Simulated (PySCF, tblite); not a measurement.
# C5H12Si2: dynamics, then NMR shifts on frames, part 1 of 2

Aim: move C5H12Si2 (`CCC[SiH2]C#C[SiH3]`) away from its starting geometry and see how NMR shifts follow the geometry.

The runs use tblite 0.8.0 and PySCF 2.14.0, with density-fitted response routines of our own; the level of theory stands in each step. All values are computed, except where a source is named. Atoms are numbered from 0 throughout.

**1. The molecule as given**

19 atoms, charge 0, multiplicity 1; geometry from: GFN2-xTB.

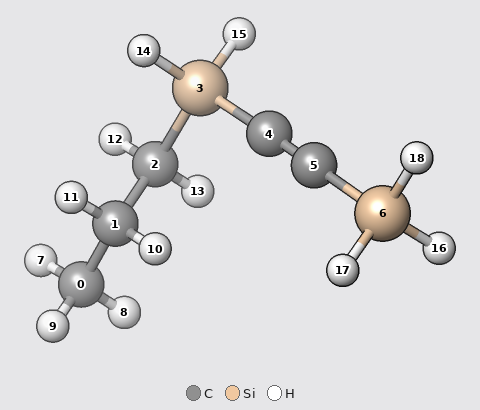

As it starts; carbon grey, silicon light orange, hydrogen white, atoms numbered.

**2. Dynamics with GFN2-xTB**

Job settings and geometry (Å):

```
{"job": {"kind": "md", "xc": "GFN2-xTB", "basis": "xTB", "temperature": 300, "steps": 2000, "every": 50, "frames": 5}, "charge": 0, "multiplicity": 1}
C     -2.938966    -0.385339    -0.663703
C     -1.720778    -0.228239     0.239442
C     -1.219727     1.213139     0.271030
Si     0.321998     1.445136     1.363759
C      1.657891     0.363194     0.676721
C      2.510723    -0.355519     0.203553
Si     3.813168    -1.447111    -0.524163
H     -3.754011     0.248049    -0.317859
H     -2.695255    -0.100302    -1.685474
H     -3.285374    -1.416659    -0.669366
H     -0.920327    -0.882373    -0.114763
H     -1.981296    -0.547718     1.251641
H     -2.025375     1.860146     0.625767
H     -0.997910     1.530177    -0.750790
H      0.040930     1.028409     2.744181
H      0.773387     2.842042     1.320900
H      4.097899    -0.980545    -1.884298
H      3.301170    -2.820590    -0.548661
H      5.012048    -1.356648     0.313397
```

Level: GFN2-xTB Langevin dynamics, gas phase.

Command:

```sh
OMP_NUM_THREADS=1 python probes_run.py task.json out
```

One launch serves the whole session: the jobs run in the order shown.

The log of the run:

```text
t/fs     T/K      E/eV
    0.0   243.7   -549.93625
   25.0   149.1   -549.57601
   50.0   157.2   -549.59470
   75.0   174.3   -549.45499
  100.0   353.1   -549.49131
  125.0   288.9   -549.36330
  150.0   305.2   -549.42833
  175.0   213.5   -549.26948
  200.0   244.8   -549.19655
  225.0   230.6   -549.21843
  250.0   228.2   -549.37034
  275.0   306.0   -549.38566
  300.0   247.5   -549.14906
  325.0   308.1   -549.37104
  350.0   240.8   -549.16914
  375.0   214.9   -549.15687
  400.0   279.7   -549.37523
  425.0   295.5   -549.33141
  450.0   373.3   -549.24471
  475.0   263.4   -549.24357
  500.0   390.2   -549.56375
  525.0   293.0   -549.26181
  550.0   289.4   -549.31486
  575.0   308.8   -549.35658
  600.0   283.3   -549.30771
  625.0   233.4   -549.39012
  650.0   280.5   -549.20542
  675.0   324.9   -549.34009
  700.0   331.4   -549.29288
  725.0   325.9   -549.27092
  750.0   297.0   -549.33627
  775.0   245.8   -549.22152
  800.0   283.3   -549.39814
  825.0   276.6   -549.48038
  850.0   230.3   -549.33871
  875.0   295.6   -549.17196
  900.0   327.4   -549.27553
  925.0   352.8   -549.38226
  950.0   329.0   -549.31743
  975.0   231.8   -549.19296
 1000.0   367.2   -549.49884
```

Run time: 26 s. Hardware: 1 thread of Arm Neoverse N1, shared host; peak memory 0.18 GiB.

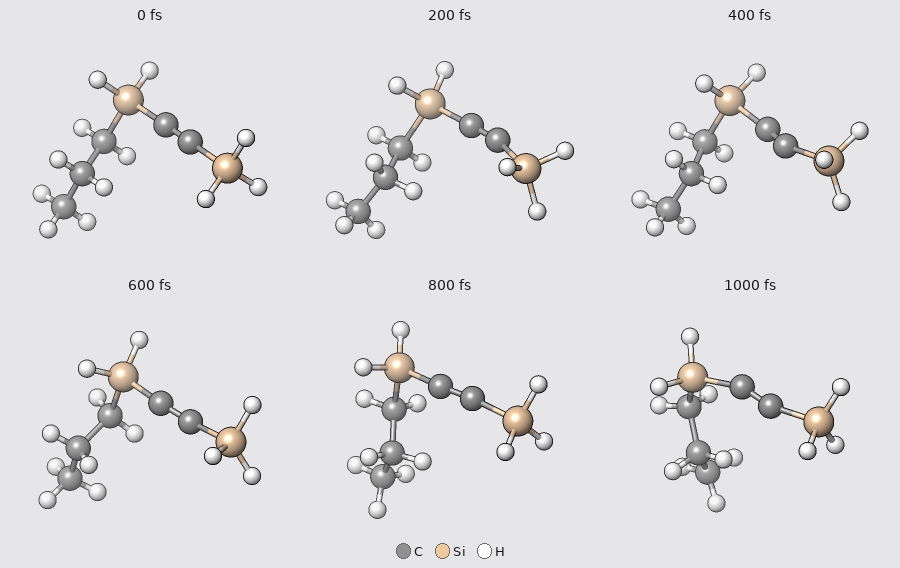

Frames of the run.

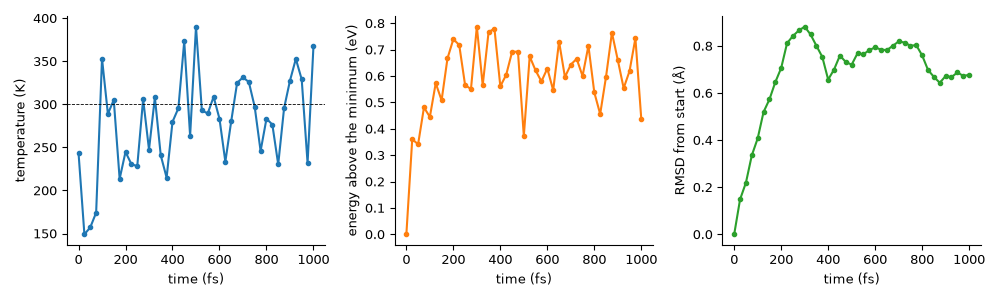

Temperature, potential energy and distance from the start.

Positions (Å) and forces (eV/Å) at 1000 fs:

```xyz
19

C    -1.515    1.082   -1.921    0.924    0.971    0.435
C    -0.965    0.399   -0.664   -0.148   -0.186   -0.346
C    -0.885    1.406    0.525   -0.132   -1.024   -1.641
Si    0.219    0.846    1.919    0.417   -0.956    0.112
C     1.901    0.359    1.279   -0.552   -0.243   -0.304
C     2.727   -0.174    0.561   -0.987    0.794    1.187
Si    4.235   -0.668   -0.287    0.339   -1.178   -0.833
H    -2.482    1.515   -1.691   -0.283   -0.296   -0.305
H    -0.880    1.932   -2.229   -0.050   -0.258    0.259
H    -1.492    0.404   -2.748   -0.521   -0.374   -0.359
H    -0.003   -0.082   -0.907   -0.010    0.494    0.235
H    -1.646   -0.462   -0.497    0.247    0.548    0.545
H    -1.894    1.535    0.849   -0.732    0.133    0.472
H    -0.589    2.380    0.140    0.271   -0.025   -0.098
H    -0.364   -0.282    2.678    0.103    0.077   -0.143
H     0.295    2.008    2.722    0.267    0.906    0.893
H     5.394   -0.171    0.424    0.259    0.124   -0.020
H     3.958   -0.174   -1.644    0.371    0.019   -0.046
H     4.173   -2.167   -0.291    0.217    0.472   -0.042
```

**3. Shielding tensors: 250 fs, PBE0/pcSseg-1**

Job settings and geometry (Å):

```
{"job": {"kind": "nmr", "xc": "PBE0", "basis": "pcSseg-1", "pop": false}, "charge": 0, "multiplicity": 1}
C     -3.021600    -1.307800    -0.414200
C     -1.633700    -0.949800     0.202400
C     -1.403800     0.555700     0.261100
Si     0.163600     1.123500     1.199100
C      1.657900     0.233600     0.510400
C      2.489000    -0.497200     0.044400
Si     3.717600    -1.797000    -0.364100
H     -3.844000    -0.911000     0.153700
H     -2.962900    -0.840800    -1.402400
H     -3.106900    -2.405000    -0.556500
H     -0.785600    -1.380000    -0.486700
H     -1.445400    -1.520500     1.199300
H     -2.314500     1.134100     0.459400
H     -1.220100     0.873400    -0.800300
H      0.078600     0.936200     2.730100
H      0.348100     2.589600     0.998100
H      5.053900    -1.203700    -0.122100
H      3.527100    -2.071000    -1.772900
H      3.391400    -3.010300     0.352700
```

Method: GIAO PBE0/pcSseg-1 NMR shielding, non-relativistic, gas phase.

The log of the run:

```text
coarse grid: 16120 points
cycle   1  E = -776.0298579526  dE =  2.056e-01  |g| = 4.733e-01  |ddm| = 3.806e+00
cycle   2  E = -776.0150674324  dE =  1.479e-02  |g| = 5.216e-01  |ddm| = 1.021e+00
cycle   3  E = -776.0893151016  dE = -7.425e-02  |g| = 4.128e-02  |ddm| = 5.674e-01
cycle   4  E = -776.0895814354  dE = -2.663e-04  |g| = 2.844e-02  |ddm| = 6.523e-02
cycle   5  E = -776.0897473239  dE = -1.659e-04  |g| = 1.255e-02  |ddm| = 2.772e-02
cycle   6  E = -776.0897843812  dE = -3.706e-05  |g| = 3.592e-03  |ddm| = 1.094e-02
cycle   7  E = -776.0897877112  dE = -3.330e-06  |g| = 3.054e-04  |ddm| = 3.099e-03
final grid: 144360 points
cycle   8  E = -776.1328109230  dE = -2.397e-05  |g| = 6.382e-03  |ddm| = 2.606e-02
cycle   9  E = -776.1328060037  dE =  4.919e-06  |g| = 7.692e-03  |ddm| = 1.288e-02
cycle  10  E = -776.1328218803  dE = -1.588e-05  |g| = 5.296e-04  |ddm| = 7.003e-03
cycle  11  E = -776.1328219332  dE = -5.287e-08  |g| = 2.351e-04  |ddm| = 6.287e-04
cycle  12  E = -776.1328219444  dE = -1.121e-08  |g| = 1.127e-04  |ddm| = 2.427e-04
cycle  13  E = -776.1328219474  dE = -3.026e-09  |g| = 3.231e-05  |ddm| = 1.032e-04
cycle  14  E = -776.1328219476  dE = -2.585e-10  |g| = 4.302e-06  |ddm| = 2.868e-05
converged SCF energy = -776.1328219476

GIAO shielding tensors (ppm)
atom      isotropic    diamagn.    paramagn.     s11        s22        s33       span
  0 C      163.251     249.252     -86.002    146.289    159.588    183.876     37.587
  1 C      152.294     250.774     -98.480    145.300    148.438    163.144     17.844
  2 C      167.043     257.396     -90.353    151.676    162.669    186.784     35.109
  3 Si     415.292     881.605    -466.314    383.445    403.552    458.877     75.432
  4 C       68.222     269.704    -201.482    -31.798    -25.351    261.816    293.614
  5 C       72.670     264.339    -191.669    -26.610    -18.051    262.671    289.280
  6 Si     451.190     882.215    -431.025    433.122    452.740    467.707     34.585
  7 H       30.700      29.441       1.259     26.867     28.784     36.450      9.582
  8 H       30.257      30.410      -0.153     26.132     29.079     35.559      9.428
  9 H       29.627      28.356       1.271     24.911     27.195     36.776     11.865
 10 H       27.999      34.134      -6.136     22.826     28.289     32.880     10.054
 11 H       28.501      31.586      -3.085     23.640     28.635     33.229      9.590
 12 H       30.772      32.705      -1.932     26.142     29.558     36.617     10.476
 13 H       29.870      35.121      -5.250     26.787     28.223     34.601      7.814
 14 H       26.281      28.176      -1.896     22.955     24.730     31.156      8.201
 15 H       26.991      29.003      -2.011     23.364     25.190     32.419      9.055
 16 H       27.241      27.491      -0.250     23.603     25.531     32.591      8.988
 17 H       27.838      30.040      -2.203     24.290     26.518     32.706      8.415
 18 H       27.607      29.799      -2.191     24.083     26.456     32.283      8.200
```

Wall time 73 s (1 thread of Arm Neoverse N1, shared host); peak memory 0.85 GiB.

The references, computed at this level on geometries of the same kind, shield at (ppm): ¹H TMS 31.72, ¹³C TMS 186.9, ²⁹Si TMS 349.2. Their shielding less the atom's gives the shift. The references are single molecules in the gas phase. Each atom is listed at this fixed geometry, with no averaging over motion; a spectrum would average atoms that exchange fast.

| atoms | environment | σ (ppm) | δ (ppm) |
| --- | --- | --- | --- |
| C4 | alkyne carbon | 68.2 | 118.7 |
| C5 | alkyne carbon | 72.7 | 114.3 |
| C1 | sp3 CH2 | 152.3 | 34.6 |
| C0 | methyl carbon | 163.3 | 23.7 |
| C2 | sp3 CH2 bonded to Si | 167.0 | 19.9 |
| H14 | hydrogen on a silicon bonded to 2 C | 26.28 | 5.44 |
| H15 | hydrogen on a silicon bonded to 2 C | 26.99 | 4.73 |
| H16 | hydrogen on a silicon bonded to C | 27.24 | 4.48 |
| H18 | hydrogen on a silicon bonded to C | 27.61 | 4.11 |
| H17 | hydrogen on a silicon bonded to C | 27.84 | 3.88 |
| H10 | hydrogen on an sp3 CH2 | 28.00 | 3.72 |
| H11 | hydrogen on an sp3 CH2 | 28.50 | 3.22 |
| H9 | hydrogen on a methyl carbon | 29.63 | 2.09 |
| H13 | hydrogen on an sp3 CH2 bonded to Si | 29.87 | 1.85 |
| H8 | hydrogen on a methyl carbon | 30.26 | 1.46 |
| H7 | hydrogen on a methyl carbon | 30.70 | 1.02 |
| H12 | hydrogen on an sp3 CH2 bonded to Si | 30.77 | 0.94 |
| Si3 | silicon bonded to 2 C, 2 H | 415.3 | -66.1 |
| Si6 | silicon bonded to C, 3 H | 451.2 | -102.0 |

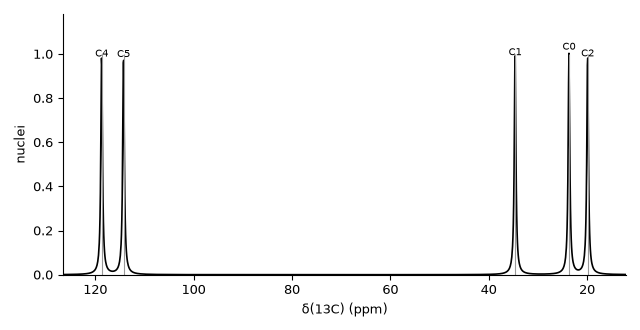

¹³C lines at the computed shifts, without couplings. Lines are broadened to a width of 0.40 ppm (Lorentzian).

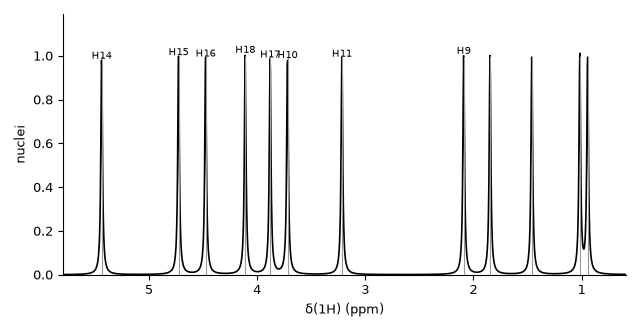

¹H lines at the computed shifts, without couplings. Lines are broadened to a width of 0.02 ppm (Lorentzian).

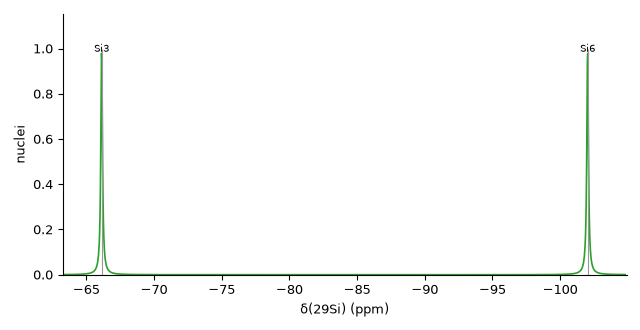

²⁹Si lines at the computed shifts, without couplings. Lines are broadened to a width of 0.14 ppm (Lorentzian).

The fields below are evaluated on a grid from the run's orbitals.

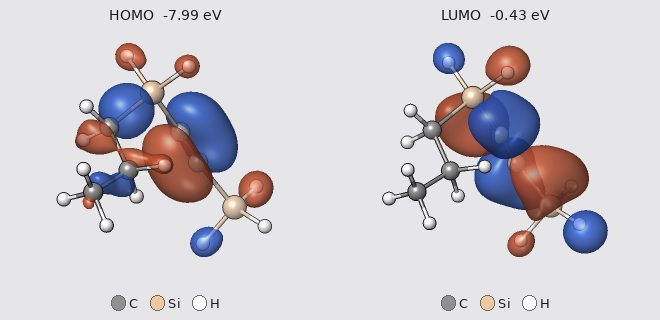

PBE0/pcSseg-1 orbitals near the gap, drawn at the value that encloses 70 % of each; the two colours are the two signs.

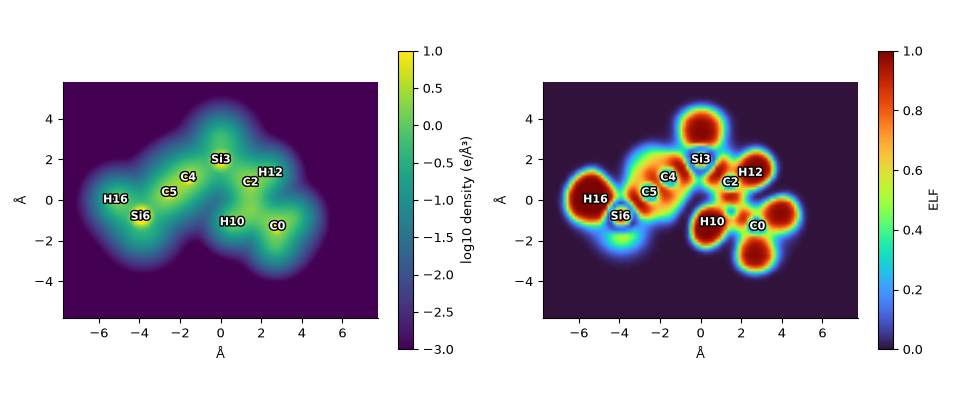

Density (left) and ELF (right) in a plane through or near 9 of the atoms.

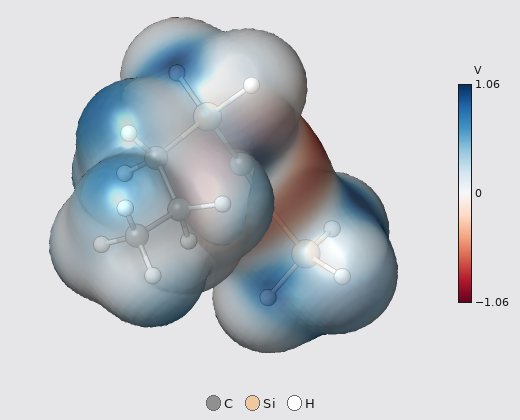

Electrostatic potential on the surface of density 0.002 e/bohr³; red is low, blue high. It runs from -0.85 V near C4 to 1.06 V near H18.

**4. Shielding tensors: 425 fs, PBE0/pcSseg-1**

Job settings and geometry (Å):

```
{"job": {"kind": "nmr", "xc": "PBE0", "basis": "pcSseg-1", "pop": false}, "charge": 0, "multiplicity": 1}
C     -2.772100    -1.171700    -0.407100
C     -1.486300    -1.013900     0.329800
C     -1.087700     0.445100     0.357700
Si     0.376000     0.908300     1.477000
C      1.696300    -0.182900     0.674300
C      2.394200    -1.137000     0.347100
Si     3.900300    -1.930000    -0.220500
H     -3.639400    -0.812600     0.223100
H     -2.818000    -0.587300    -1.335500
H     -3.063500    -2.250900    -0.606300
H     -0.656000    -1.555900    -0.151500
H     -1.473700    -1.401800     1.317000
H     -1.986200     1.000400     0.667600
H     -0.919800     0.759400    -0.657800
H      0.067400     0.559000     2.883800
H      0.574600     2.298400     1.666200
H      4.967400    -0.966500    -0.077100
H      3.938200    -2.310800    -1.637800
H      4.188700    -3.048500     0.674200
```

Method: GIAO PBE0/pcSseg-1 NMR shielding, non-relativistic, gas phase.

The log of the run:

```text
coarse grid: 16120 points
cycle   1  E = -776.0234901528  dE =  3.953e-01  |g| = 4.757e-01  |ddm| = 3.829e+00
cycle   2  E = -776.0015181892  dE =  2.197e-02  |g| = 5.504e-01  |ddm| = 1.080e+00
cycle   3  E = -776.0827567729  dE = -8.124e-02  |g| = 6.505e-02  |ddm| = 6.233e-01
cycle   4  E = -776.0829345842  dE = -1.778e-04  |g| = 6.018e-02  |ddm| = 9.383e-02
cycle   5  E = -776.0838422335  dE = -9.076e-04  |g| = 1.152e-02  |ddm| = 4.783e-02
cycle   6  E = -776.0838735729  dE = -3.134e-05  |g| = 2.819e-03  |ddm| = 1.226e-02
cycle   7  E = -776.0838757862  dE = -2.213e-06  |g| = 3.761e-04  |ddm| = 3.315e-03
final grid: 144360 points
cycle   8  E = -776.1259483809  dE = -2.964e-05  |g| = 7.093e-03  |ddm| = 2.511e-02
cycle   9  E = -776.1259415584  dE =  6.823e-06  |g| = 8.708e-03  |ddm| = 1.420e-02
cycle  10  E = -776.1259617836  dE = -2.023e-05  |g| = 7.190e-04  |ddm| = 8.090e-03
cycle  11  E = -776.1259618336  dE = -5.000e-08  |g| = 5.499e-04  |ddm| = 8.916e-04
cycle  12  E = -776.1259619096  dE = -7.602e-08  |g| = 9.644e-05  |ddm| = 4.459e-04
cycle  13  E = -776.1259619120  dE = -2.329e-09  |g| = 2.712e-05  |ddm| = 1.090e-04
cycle  14  E = -776.1259619122  dE = -2.010e-10  |g| = 4.563e-06  |ddm| = 3.613e-05
converged SCF energy = -776.1259619122

GIAO shielding tensors (ppm)
atom      isotropic    diamagn.    paramagn.     s11        s22        s33       span
  0 C      163.206     243.385     -80.179    146.526    156.974    186.119     39.592
  1 C      168.831     250.924     -82.093    161.420    165.310    179.762     18.342
  2 C      169.509     255.049     -85.539    155.629    169.851    183.048     27.419
  3 Si     410.945     881.834    -470.889    354.784    407.303    470.747    115.963
  4 C       58.625     269.999    -211.373    -49.758    -35.721    261.355    311.114
  5 C       69.335     264.007    -194.672    -33.411    -17.913    259.328    292.738
  6 Si     452.861     879.991    -427.130    426.703    452.292    479.589     52.886
  7 H       29.597      27.415       2.183     25.647     27.372     35.773     10.126
  8 H       30.419      29.313       1.107     26.384     28.853     36.021      9.636
  9 H       29.111      26.497       2.614     24.337     26.318     36.678     12.341
 10 H       29.635      34.776      -5.141     23.508     29.618     35.778     12.269
 11 H       31.244      33.546      -2.302     26.074     31.063     36.594     10.520
 12 H       31.262      33.018      -1.756     26.292     30.587     36.907     10.615
 13 H       31.327      35.784      -4.457     27.637     29.896     36.447      8.810
 14 H       27.051      29.643      -2.592     24.491     24.985     31.677      7.186
 15 H       27.665      29.942      -2.277     24.315     25.343     33.338      9.024
 16 H       27.540      27.686      -0.146     23.834     26.339     32.447      8.614
 17 H       27.507      28.382      -0.875     24.003     25.940     32.578      8.574
 18 H       27.710      27.161       0.549     24.170     25.997     32.965      8.795
```

Wall time 54 s (1 thread of Arm Neoverse N1, shared host); peak memory 0.83 GiB.

This run: δ C4 128.3, C5 117.6, C0 23.7, C1 18.1, H14 4.67, H17 4.21 ppm.

**5. Nuclear shieldings: 625 fs, PBE0/pcSseg-1**

Job settings and geometry (Å):

```
{"job": {"kind": "nmr", "xc": "PBE0", "basis": "pcSseg-1", "pop": false}, "charge": 0, "multiplicity": 1}
C     -2.578700     0.211900    -0.739100
C     -1.606800    -0.057600     0.414800
C     -0.714500     1.147700     0.631700
Si     0.666100     0.888000     1.887000
C      1.946100    -0.117600     1.031700
C      2.831400    -0.654600     0.427700
Si     4.278700    -1.545300    -0.145300
H     -3.146100     1.126000    -0.588600
H     -1.934800     0.327200    -1.612300
H     -3.348100    -0.685300    -0.853500
H     -1.006500    -0.952400     0.307700
H     -2.101200    -0.288400     1.352400
H     -1.339000     2.022300     0.851800
H     -0.204600     1.320300    -0.345100
H      0.215400     0.280400     3.154000
H      1.410700     2.141900     2.176800
H      5.544000    -0.855100     0.361200
H      4.297700    -1.628700    -1.659100
H      3.958700    -2.834400     0.358400
```

Level: GIAO PBE0/pcSseg-1 NMR shielding, non-relativistic, gas phase.

The log of the run:

```text
coarse grid: 16120 points
cycle   1  E = -776.0258334889  dE =  3.686e-01  |g| = 4.904e-01  |ddm| = 3.834e+00
cycle   2  E = -776.0071524476  dE =  1.868e-02  |g| = 5.512e-01  |ddm| = 1.093e+00
cycle   3  E = -776.0904643517  dE = -8.331e-02  |g| = 3.725e-02  |ddm| = 6.046e-01
cycle   4  E = -776.0907705017  dE = -3.062e-04  |g| = 1.679e-02  |ddm| = 5.452e-02
cycle   5  E = -776.0908312774  dE = -6.078e-05  |g| = 6.667e-03  |ddm| = 2.142e-02
cycle   6  E = -776.0908405653  dE = -9.288e-06  |g| = 3.219e-03  |ddm| = 7.004e-03
cycle   7  E = -776.0908431524  dE = -2.587e-06  |g| = 4.376e-04  |ddm| = 2.541e-03
final grid: 144360 points
cycle   8  E = -776.1336947365  dE = -3.100e-05  |g| = 6.859e-03  |ddm| = 3.245e-02
cycle   9  E = -776.1336888700  dE =  5.866e-06  |g| = 8.330e-03  |ddm| = 1.372e-02
cycle  10  E = -776.1337072387  dE = -1.837e-05  |g| = 6.144e-04  |ddm| = 7.377e-03
cycle  11  E = -776.1337072780  dE = -3.925e-08  |g| = 4.689e-04  |ddm| = 8.390e-04
cycle  12  E = -776.1337073322  dE = -5.430e-08  |g| = 1.012e-04  |ddm| = 3.825e-04
cycle  13  E = -776.1337073347  dE = -2.472e-09  |g| = 2.656e-05  |ddm| = 1.123e-04
cycle  14  E = -776.1337073349  dE = -1.860e-10  |g| = 4.482e-06  |ddm| = 3.090e-05
converged SCF energy = -776.1337073349

GIAO shielding tensors (ppm)
atom      isotropic    diamagn.    paramagn.     s11        s22        s33       span
  0 C      158.697     248.429     -89.732    141.060    152.617    182.413     41.353
  1 C      165.981     250.033     -84.052    155.781    159.375    182.787     27.006
  2 C      166.914     257.016     -90.103    159.645    162.255    178.841     19.196
  3 Si     417.856     882.493    -464.637    393.965    396.061    463.541     69.576
  4 C       63.872     266.959    -203.087    -41.176    -24.818    257.611    298.787
  5 C       75.173     260.953    -185.780    -22.584    -15.757    263.860    286.444
  6 Si     451.256     882.575    -431.319    429.130    451.239    473.400     44.270
  7 H       30.463      29.894       0.568     26.661     28.988     35.739      9.077
  8 H       30.179      31.336      -1.157     26.088     29.181     35.269      9.180
  9 H       27.985      26.705       1.280     23.437     25.215     35.304     11.867
 10 H       30.440      35.482      -5.042     25.224     30.622     35.473     10.249
 11 H       30.642      32.393      -1.751     25.566     29.907     36.454     10.888
 12 H       30.754      32.506      -1.751     25.884     29.820     36.560     10.676
 13 H       30.340      35.430      -5.090     26.578     29.931     34.512      7.935
 14 H       27.359      29.052      -1.693     24.134     25.596     32.346      8.212
 15 H       26.888      28.529      -1.641     23.130     25.561     31.973      8.843
 16 H       26.525      26.637      -0.112     23.115     25.089     31.371      8.255
 17 H       26.978      28.974      -1.996     23.621     25.592     31.720      8.099
 18 H       27.689      29.699      -2.010     23.769     26.655     32.642      8.872
```

Wall time 55 s (1 thread of Arm Neoverse N1, shared host); peak memory 0.88 GiB.

Key values: δ C4 123.1, C5 111.8, C0 28.2, C1 20.9, H16 5.19, H15 4.83 ppm.

(Continued in part 2 of 2.)
